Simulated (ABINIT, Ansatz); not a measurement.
# InH (Fm-3m): zone-centre phonons, part 2 of 2

Aim: the zone-centre modes of InH (Fm-3m).

ABINIT 10.8.3; DFT LDA, scalar-relativistic, plane waves, HGH norm-conserving pseudopotentials.

So far. Step 2 (Relaxing the cell and atoms): The volume changes by -2.9 % from the cell with which this run began. Step 4 (Zone-centre response): The acoustic modes at Γ come out as far as 0.2 cm⁻¹ from zero, where they should vanish, a small numerical error. The lowest optical mode is imaginary, 325i cm⁻¹, an instability at this level and on this k mesh. The relaxed cell has a = 4.788 Å (conventional setting).

The structure was built from a prototype and need not be the compound's stable phase.

**5. Zone-centre analysis**

anaddb reads the merged derivatives and imposes the acoustic sum rule.

anaddb.abi

```
ddb_filepath "gamma_DDB"
output_file "anaddb.abo"
outdata_prefix "anaddb"
asr 1
chneut 1
enunit 2
eivec 1
nph1l 1
qph1l 0.0 0.0 0.0 1.0
```

mrgddb.in

```
gamma_DDB
merged
2
dfpt_gammao_DDB
gso_DDB
```

On the command line:

```sh
> mrgddb < mrgddb.in > mrgddb.log
> OMP_NUM_THREADS=1 anaddb anaddb.abi > anaddb.log
```

anaddb.abo, the main output file:

```text
-outvars_anaddb: echo values of input variables ----------------------

 Miscellaneous information :
      enunit         2
       eivec         1
         asr         1
 First list of wavevector (reduced coord.) :
       nph1l         1
       qph1l
                     0.00000000E+00  0.00000000E+00  0.00000000E+00    1.000E+00

================================================================================

 read the DDB information and perform some checks

  ==== Info on the Cryst% object ====
 Real(R)+Recip(G) space primitive vectors, cartesian coordinates (Bohr,Bohr^-1):
 R(1)=  0.0000000  4.5236772  4.5236772  G(1)= -0.1105295  0.1105295  0.1105295
 R(2)=  4.5236772  0.0000000  4.5236772  G(2)=  0.1105295 -0.1105295  0.1105295
 R(3)=  4.5236772  4.5236772  0.0000000  G(3)=  0.1105295  0.1105295 -0.1105295
 Unit cell volume ucvol=  1.8514194E+02 bohr^3
 Angles (23,13,12)=  6.00000000E+01  6.00000000E+01  6.00000000E+01 degrees
 Time-reversal symmetry is present
 Reduced atomic positions [iatom, xred, symbol]:
    1)    0.0000000  0.0000000  0.0000000  In
    2)    0.5000000  0.5000000  0.5000000   H

 DDB file with 3 blocks has been read.

================================================================================

 Treat the first list of vectors

  Phonon wavevector (reduced coordinates) :  0.00000  0.00000  0.00000
 Phonon energies in Hartree :
  -1.482903E-03 -1.482903E-03 -1.482903E-03  0.000000E+00  0.000000E+00
   0.000000E+00
 Phonon energies in meV     :
- -4.035184E+01 -4.035184E+01 -4.035184E+01  0.000000E+00  0.000000E+00
-  0.000000E+00
 Phonon frequencies in cm-1    :
- -3.254595E+02 -3.254595E+02 -3.254595E+02  0.000000E+00  0.000000E+00
-  0.000000E+00
 Phonon frequencies in Thz     :
- -9.757032E+00 -9.757032E+00 -9.757032E+00  0.000000E+00  0.000000E+00
-  0.000000E+00
 Phonon energies in Kelvin  :
- -4.682637E+02 -4.682637E+02 -4.682637E+02  0.000000E+00  0.000000E+00
-  0.000000E+00

 Eigendisplacements
 (will be given, for each mode : in cartesian coordinates
   for each atom the real part of the displacement vector,
   then the imaginary part of the displacement vector - absolute values smaller than 1.0d-7 are set to zero)
  Mode number    1   Energy   -1.482903E-03
 Attention : low frequency mode.
   (Could be unstable or acoustic mode)
-  1  0.00000000E+00 -2.03901147E-04  5.70355712E-07
-     0.00000000E+00  0.00000000E+00  0.00000000E+00
-  2 -1.05596442E-06  2.32275294E-02 -6.49724351E-05
-     0.00000000E+00  0.00000000E+00  0.00000000E+00
  Mode number    2   Energy   -1.482903E-03
 Attention : low frequency mode.
   (Could be unstable or acoustic mode)
-  1  0.00000000E+00 -5.70354580E-07 -2.03901146E-04
-     0.00000000E+00  0.00000000E+00  0.00000000E+00
-  2 -2.82753491E-06  6.49723062E-05  2.32275293E-02
-     0.00000000E+00  0.00000000E+00  0.00000000E+00
  Mode number    3   Energy   -1.482903E-03
 Attention : low frequency mode.
   (Could be unstable or acoustic mode)
-  1  2.03901943E-04  0.00000000E+00  0.00000000E+00
-     0.00000000E+00  0.00000000E+00  0.00000000E+00
-  2 -2.32276201E-02 -1.06386948E-06 -2.82457011E-06
-     0.00000000E+00  0.00000000E+00  0.00000000E+00
  Mode number    4   Energy    0.000000E+00
 Attention : low frequency mode.
   (Could be unstable or acoustic mode)
-  1  0.00000000E+00  0.00000000E+00 -2.17627256E-03
-     0.00000000E+00  0.00000000E+00  0.00000000E+00
-  2  0.00000000E+00  0.00000000E+00 -2.17627012E-03
-     0.00000000E+00  0.00000000E+00  0.00000000E+00
  Mode number    5   Energy    0.000000E+00
 Attention : low frequency mode.
   (Could be unstable or acoustic mode)
-  1  0.00000000E+00 -2.17627256E-03  0.00000000E+00
-     0.00000000E+00  0.00000000E+00  0.00000000E+00
-  2  0.00000000E+00 -2.17627012E-03  0.00000000E+00
-     0.00000000E+00  0.00000000E+00  0.00000000E+00
  Mode number    6   Energy    0.000000E+00
 Attention : low frequency mode.
   (Could be unstable or acoustic mode)
-  1  2.17627256E-03  0.00000000E+00  0.00000000E+00
-     0.00000000E+00  0.00000000E+00  0.00000000E+00
-  2  2.17627012E-03  0.00000000E+00  0.00000000E+00
-     0.00000000E+00  0.00000000E+00  0.00000000E+00

 Analysis of degeneracies and characters (maximum tolerance=1.00E-06 a.u.)
 For each vibration mode, or group of modes if degenerate,
 the characters are given for each symmetry operation (see the list in the log file).
 Symmetry characters of vibration mode #   1
       degenerate with vibration modes #   2 to    3
  3.0 -3.0 -1.0  1.0 -1.0  1.0 -1.0  1.0  1.0 -1.0 -1.0  1.0  1.0 -1.0 -1.0  1.0
 -0.0  0.0  0.0 -0.0 -0.0  0.0  0.0 -0.0  1.0 -1.0 -1.0  1.0 -1.0  1.0  1.0 -1.0
 -0.0  0.0 -0.0  0.0  0.0 -0.0  0.0 -0.0  1.0 -1.0  1.0 -1.0 -1.0  1.0 -1.0  1.0
 Symmetry characters of vibration mode #   4
       degenerate with vibration modes #   5 to    6
  3.0 -3.0 -1.0  1.0 -1.0  1.0 -1.0  1.0  1.0 -1.0 -1.0  1.0  1.0 -1.0 -1.0  1.0
 -0.0  0.0  0.0 -0.0 -0.0  0.0  0.0 -0.0  1.0 -1.0 -1.0  1.0 -1.0  1.0  1.0 -1.0
  0.0 -0.0  0.0 -0.0  0.0 -0.0 -0.0  0.0  1.0 -1.0  1.0 -1.0 -1.0  1.0 -1.0  1.0
-
```

Wall time 0.55 s (1 thread of Arm Neoverse N1, shared host).

Read from the output:

- highest optical zone-centre mode (no LO-TO term): -325.5 cm⁻¹
- lowest optical zone-centre mode: -325.5 cm⁻¹

No LO-TO term; unit eigenvectors of the mass-weighted matrix, from anaddb's displacements. Modes at Γ, with each element's share of the kinetic energy (negative means imaginary):

| mode | frequency (cm⁻¹) | symmetry | In % | H % |
| --- | --- | --- | --- | --- |
| 1 | -325.5 | T1u | 1 | 99 |
| 2 | -325.5 | T1u | 1 | 99 |
| 3 | -325.5 | T1u | 1 | 99 |
| 4 | 0.0 | acoustic | 99 | 1 |
| 5 | 0.0 | acoustic | 99 | 1 |
| 6 | 0.0 | acoustic | 99 | 1 |

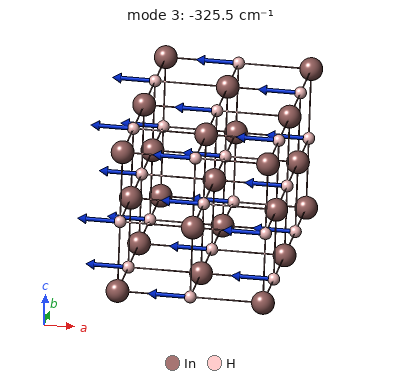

Displacement patterns of mode 3 at Γ; arrows are exaggerated. 1×2×1 conventional cells are drawn. Some periodic images of atoms are drawn too.

The rule moves no optical mode by more than 0.1 cm⁻¹.

**6. The same in Ansatz**

The same cell goes through another code, with its own cutoff. The potentials differ.

This step: DFT LDA, scalar-relativistic, plane waves, PseudoDojo norm-conserving pseudopotentials (Ansatz 0.2.0).

input.yaml

```yaml
crystal:
  lattice:
    - [0.0, 2.3938268912, 2.3938268912]
    - [2.3938268912, 0.0, 2.3938268912]
    - [2.3938268912, 2.3938268912, 0.0]
  atoms:
    - { symbol: In, position: [0.0, 0.0, 0.0] }
    - { symbol: H, position: [0.5, 0.5, 0.5] }
kpoints:
  mp_grid: { grid: [12, 12, 12] }
hamiltonian:
  xc: lda
  pseudopotentials: { kind: nc, accuracy: standard }
scf:
  occupations: { method: gaussian, width: 0.27211 }
output:
  eigenvalues: true
phonons:
  method: dfpt
```

On the command line:

```sh
> ansatz run input.yaml --threads 2 --pin off --max-ram 4096MiB --backend cpu --events-out ev --progress --plain --runs-dir out
```

The log of the run:

```text
Engine: ansatz 0.2.0, aarch64-unknown-linux-gnu
Pseudopotentials: kind: nc
Pseudopotential: In, nc, valence charge 13, recommended cutoff 952.398519 eV (normal), In.nc.azcp (PseudoDojo's, or run here from an input of PseudoDojo's; its table is named by hamiltonian.pseudopotentials.accuracy)
Pseudopotential: H, nc, valence charge 1, recommended cutoff 1006.821291 eV (normal), H.nc.azcp (PseudoDojo's, or run here from an input of PseudoDojo's; its table is named by hamiltonian.pseudopotentials.accuracy)
Functional definition: SPW92
  exchange = slater_x
  correlation = pw_c
Crystal: 2 atoms, lattice volume = 27.435 Å³
Basis set: ecut = 1006.821291 eV, 1989 PW (Γ), exchange–correlation on 72×72×72 points (8 copies of the dense FFT grid, shifted against one another)
Bands: 11, of which v1, the nominal top of the filled ones, is band 7 counted from 1 (6 counted from 0)
Symmetry: 48 space group operations
k-points: 163 of 1728 (irreducible under 8 space group operations, time reversal used)
Non-local potential: In, projectors of the file, l = 0: 2, l = 1: 2, l = 2: 2
Non-local potential: H, projectors of the file, l = 0: 2, l = 1: 1
Initial density: superposition of atomic densities (chi_scale 0.1, normalization cell, long waves kept (reshape's long-wave potential 0.00 eV rms))
Initial wavefunctions: pseudopotential atomic-orbital guess
Functional: x = slater, c = lda
SCF iter   1: F=—  HF=-1817.671780 eV  |F-HF|=—  |Δ(HF+E_count)|=         —  Δρ=3.58e-2  dr2=4.98e-1  ethr=3.10e-3  ⟨swp⟩=5.3  Hψ=10955  notcnv=0
preconditioner: auto → none  [insulator: Δε(μ)=0.330 eV  Ē_g=17.352 eV  σ=0.272 eV  W_gap=0.60  n_scr=8 (ndim 8)  ℏωp=26.5 eV  f_vac=0.000  D(μ)=0.46/eV (n_scr^D=0)  ε∞_Penn≈3.3]
SCF iter   2: F=—  HF=-1817.479453 eV  |F-HF|=—  |Δ(HF+E_count)|=   1.92e-1  Δρ=5.68e-3  dr2=5.07e-3  ethr=3.10e-3  ⟨swp⟩=2.3  Hψ=3860  notcnv=0  defer=1
SCF iter   3: F=—  HF=-1817.479122 eV  |F-HF|=—  |Δ(HF+E_count)|=   3.31e-4  Δρ=2.66e-3  dr2=7.53e-4  ethr=3.62e-5  ⟨swp⟩=2.0  Hψ=2751  notcnv=0  defer=4
SCF iter   4: F=—  HF=-1817.479052 eV  |F-HF|=—  |Δ(HF+E_count)|=   7.04e-5  Δρ=3.38e-4  dr2=1.97e-5  ethr=5.38e-6  ⟨swp⟩=2.4  Hψ=2706  notcnv=0  defer=4
SCF iter   5: F=—  HF=-1817.479059 eV  |F-HF|=—  |Δ(HF+E_count)|=   6.97e-6  Δρ=2.61e-4  dr2=9.26e-6  ethr=1.41e-7  ⟨swp⟩=3.3  Hψ=3759  notcnv=0  defer=4
SCF iter   6: F=—  HF=-1817.479055 eV  |F-HF|=—  |Δ(HF+E_count)|=   4.00e-6  Δρ=6.98e-5  dr2=6.44e-7  ethr=6.61e-8  ⟨swp⟩=2.0  Hψ=2625  notcnv=0  defer=4
SCF iter   7: F=—  HF=-1817.479052 eV  |F-HF|=—  |Δ(HF+E_count)|=   2.96e-6  Δρ=1.56e-5  dr2=3.53e-8  ethr=4.60e-9  ⟨swp⟩=2.4  Hψ=2875  notcnv=0  defer=4
SCF iter   8: F=—  HF=-1817.479052 eV  |F-HF|=—  |Δ(HF+E_count)|=   1.00e-8  Δρ=1.19e-6  dr2=1.87e-10  ethr=2.52e-10  ⟨swp⟩=2.7  Hψ=3168  notcnv=0  defer=4
SCF iter   9: F=-1817.479052 eV  HF=-1817.479052 eV  |F-HF|=1.82e-12  |Δ(HF+E_count)|=  3.11e-10  Δρ=1.14e-7  dr2=2.45e-12  ethr=1.00e-12  ⟨swp⟩=13.0  Hψ=15804  notcnv=0
SCF 1 converged in 9 iterations: F = -1817.479052 eV  dr2 = 2.45e-12
DFPT response loops at Γ: preconditioner auto → Kerker (q_TF=auto, 2.439 Å⁻¹) (partly filled bands, converged f_vac=0.000); β = 1.00, the filter's whole step (`scf.mixing.beta` (0.50) is not read by the response loops under this deck's `scf.mixing.preconditioner`; to damp them name `kerker` or `kerker_dos`, under which they read `scf.mixing.beta`, and type it under 1.00, their step now; both keys bind the ground state too); Broyden in place of MSR1
SCF converged after 9 iterations
Free energy (F): -1817.479052 eV
Harris-Foulkes:  -1817.479052 eV  (|F-HF|=1.82e-12)
Internal energy: -1817.459461 eV  (E = F + TS)
E sigma→0 (E₀):  -1817.469256 eV
Entropy (-TS):   -0.019591 eV (-9.795 meV/atom)
Fermi energy:    10.350322 eV
--- Per-component energies (eV) ---
  E_band       = -17.682109
  E_kinetic    = 1148.537938
  E_local      = -1167.175302  (includes V_loc(G=0)·N_el)
  E_nonlocal   = -403.398061
  E_hartree    = 365.294088
  E_xc         = -545.984091
  E_vxc        = -326.234804  (∫ρ·V_xc dr)
  E_ewald      = -1214.734034
  E_smearing   = -0.019591  (= −TS)
  E_closure    = 0.000000  (closes the sum)
  Σ components = -1817.479052   (vs F -1817.479052, Δ=0.00e0)
--- Band table (eV; the first three rows and the last of 163) ---
  k-point 0: bands = [... 3 lower, -4.0705, -4.0705, -0.5929, 14.7441, 19.2890, 19.2890, 19.2890, 21.8145]
  k-point 1: bands = [... 3 lower, -4.0723, -4.0723, -0.4496, 14.1997, 18.5942, 19.1213, 19.1213, 21.5002]
  k-point 2: bands = [... 3 lower, -4.0677, -4.0677, -0.0168, 12.7255, 17.3416, 18.7596, 18.7596, 21.9452]
  k-point 162: bands = [... 3 lower, -4.0334, -3.8845, 6.6084, 8.0482, 9.6275, 9.6275, 18.7788, 23.6823]
--- Phonons (Γ-DFPT): 2 representative perturbations + reference, on 163 of 1728 k-points (Σ response iterations 6) ---
  k mesh reduced under 8 symmetry operations, with k and −k counted as one. Each operation leaves every solved perturbation unchanged. A smaller set is not used because it would not reduce the number of displacements times k-points to solve
  ASR residual: 1.958e-4 → 0.000e0 eV/Å²; symmetrization residual: 1.968e-6 eV/Å²
  ASR residual per site (eV/Å²): 1.96e-4 8.25e-6
  Γ frequencies (cm⁻¹): -205.99 -205.99 -205.99 0.00 0.00 0.00
  non-analytic LO–TO correction: not included (Born effective charges unavailable; polar crystals: no LO–TO splitting at Γ)
```

Wall time 35 s (2 threads); peak memory 0.62 GiB.

This step gave:

| Item | Value |
| --- | --- |
| sum-rule residual before enforcement | 1.96e-4 eV/Å² |
| highest optical zone-centre mode (no LO-TO term) | -206.0 cm⁻¹ |
| lowest optical zone-centre mode | -206.0 cm⁻¹ |

**7. The two compared: ABINIT HGH and Ansatz, PseudoDojo**

Worked out from the results:

| Property | Result |
| --- | --- |
| root-mean-square difference | 119.5 cm⁻¹ |
| largest difference | 119.5 cm⁻¹ |

Optical modes, paired by symmetry label. Frequencies side by side, by row:

| q (reciprocal lattice) | mode | ABINIT HGH (cm⁻¹) | Ansatz, PseudoDojo (cm⁻¹) |
| --- | --- | --- | --- |
| 0 0 0 | 1 | -325.5 | -206 |
| 0 0 0 | 2 | -325.5 | -206 |
| 0 0 0 | 3 | -325.5 | -206 |

At the zone centre the largest difference (acoustic modes at Γ apart) is 37 % of the highest mode.

**8. Summary of results**

| Item | Value |
| --- | --- |
| space group after relaxation | Fm-3m |
| volume per atom | 13.7 Å³ |
| highest optical zone-centre mode (no LO-TO term) | -325.5 cm⁻¹ |
| imaginary optical modes at the zone centre (no q mesh in this session) | yes |
| largest difference from Ansatz, PseudoDojo | 119.5 cm⁻¹ |

**Reading.** At the LDA level the optical modes of InH (Fm-3m) at the zone centre lie at 325i cm⁻¹, so the structure is a saddle point, with 3 modes beyond 10i cm⁻¹ there. On other potentials, and in a cell that was not relaxed for them, the second run differs strongly on some modes. ABINIT HGH and Ansatz, PseudoDojo differ by 119.5 cm⁻¹ in the root mean square and by 119.5 cm⁻¹ at most, 36.7 % of the highest mode compared (acoustic modes at Γ left out); the two use different potentials, and the cell was not relaxed for the second set. These are harmonic frequencies at zero temperature: anharmonic shifts and linewidths and thermal expansion are left out. The HGH files keep few electrons and have no core correction, which is cheap but rough for In. In a metal the frequencies hang on the k mesh and the smearing, most of all near Kohn anomalies. The structure is a hypothetical one, built on a prototype.

[Host names and launcher messages were left out of these logs when they were recorded.]

[Logs are printed without paths, hosts, clocks, repeated set-up lines and the standing remarks that a program may print on its own settings, such as how far it seeks lower states.]

[Hosts, paths, dates, database ids (printed as entryN), source tags and the programs' standing remarks are cut or masked in the printed files.]
